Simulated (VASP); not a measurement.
Band structure of Ni3Fe (L1_2). All values below come from RPBE GGA, VASP's PBE PAW potentials (set 64) (plane waves; VASP).

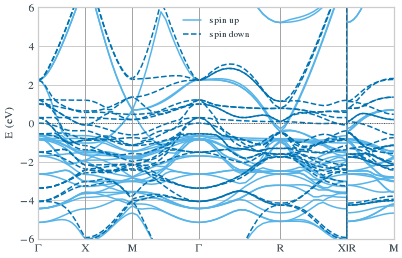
Figure. Bands along high-symmetry lines, zero at the valence-band maximum or, without a gap, the Fermi level

### Question
Read the plot: is there a gap, and where are the band edges?

### Answer
It has no gap at this level: it comes out as a metal or semimetal. (Edges off the drawn lines would not show.)

The compound is Ni3Fe in the L1_2 structure. It was relaxed first.
